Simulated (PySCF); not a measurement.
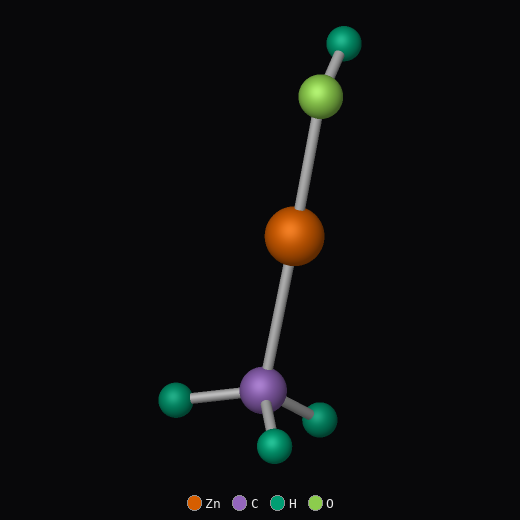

A metal compound. Charge 0, singlet. The geometry was computed by an optimisation with PBE0-D3(BJ)/def2-SVP. No frequency run is at hand to confirm it as a minimum.

### What is the coordination number of the metal, and which atoms bind to it?

Zn binds 2 atoms: 1 C at 1.93 Å, 1 O at 1.78 Å. The arrangement is linear.

### Give the formal oxidation state and the d-electron count.

Zn(II), d¹⁰, counting the ligands as closed-shell ions or neutral donors.
